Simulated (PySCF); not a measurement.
SMILES O[Se]Cl, PBE0/def2-SVP optimised geometry. Atoms within 1.6 Å of the plane z = 0.0 Å (x, y, z in Å): Se1 (-0.81, -1.07, 0.00), Cl2 (-1.26, 1.07, 0.00), O3 (0.97, -1.07, 0.00), H4 (1.26, -0.97, -0.92).

Level of theory: PBE0/def2-TZVP (PySCF). Cells within 0.4 Å of a nucleus heavier than hydrogen are left out (blank, or x).

Map of the HOMO−1 amplitude (bohr^(-3/2)), clipped to [-0.25, 0.25] on the plane z = 0.0 Å; orbital energy -9.38 eV, overall sign arbitrary:

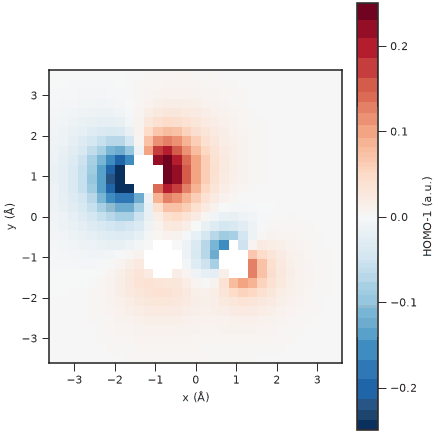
*HOMO−1 amplitude (bohr^(-3/2)), clipped to [-0.25, 0.25] on the plane z = 0.0 Å.*
